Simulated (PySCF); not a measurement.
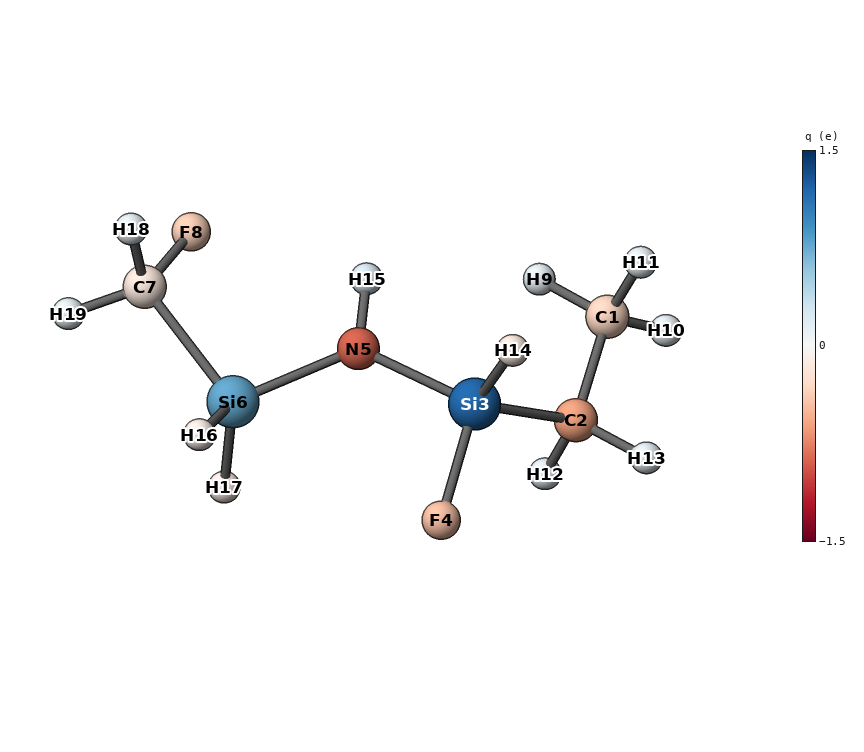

Atoms are coloured by their Mulliken charges. The computed structure is the end point of a GFN2-xTB optimisation. No frequency run is at hand to confirm it as a minimum. Properties computed with PBE0/pcSseg-1, gas phase (PySCF 2.14.0).

Give the Mulliken charges atom by atom.

| atom | value (e) |
| --- | --- |
| C1 | −0.31 |
| C2 | −0.59 |
| Si3 | 1.15 |
| F4 | −0.44 |
| N5 | −0.86 |
| Si6 | 0.77 |
| C7 | −0.16 |
| F8 | −0.35 |
| H9 | 0.11 |
| H10 | 0.13 |
| H11 | 0.12 |
| H12 | 0.15 |
| H13 | 0.14 |
| H14 | −0.13 |
| H15 | 0.23 |
| H16 | −0.10 |
| H17 | −0.10 |
| H18 | 0.13 |
| H19 | 0.13 |

Mulliken values depend strongly on the basis set and can even reverse the polarity of a bond. The geometry is semi-empirical. Around Si such bond lengths and angles can be off by a tenth of an ångström or more and by several degrees, and values that hang on the shape move with them.
